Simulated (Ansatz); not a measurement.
The parent structure is KTaO3 in the cubic perovskite structure (space group Pm-3m, No. 221; a = 3.952 Å).

Modification: cell and atoms relaxed at a pressure of 3 GPa.

Method: LDA (Ansatz, an electronic-structure program, PAW, no spin-orbit coupling).

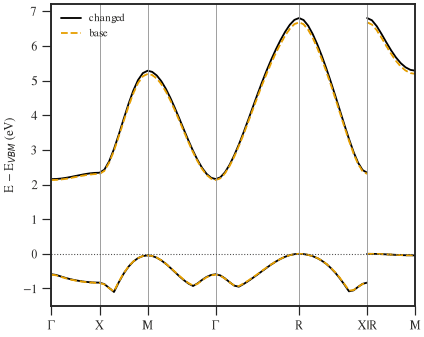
*Highest valence and lowest conduction band along the path, each from its own valence-band maximum*

The gap is 2.16 eV, indirect, R → Γ; the base has 2.13 eV.

Spin-orbit coupling, missing from the scalar runs, can matter with Ta. Load acts through the strain it causes; cell and atoms are relaxed under it. Whether these cells are dynamically stable was not tested.
